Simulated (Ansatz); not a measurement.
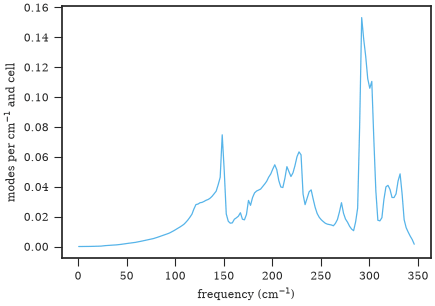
Figure. Phonon density of states of Mg2Si (fluorite or antifluorite type, Fm-3m), 3 atoms a cell, LDA (plane waves, PAW; program Ansatz)

### Question
Estimate the mean frequency and the zero-point energy.

### Answer
The mean is about 230 cm⁻¹, and (3/2)ħ⟨ω⟩ gives 42.2 meV/atom.

### Question
What share of the Dulong–Petit heat capacity is reached at 100 K and at 300 K?

### Answer
46 % and 90 %.

Symmetry was held in the LDA relaxation; phonons on a q-mesh show no instability.

Potentials: the later of the program's two PAW sets.
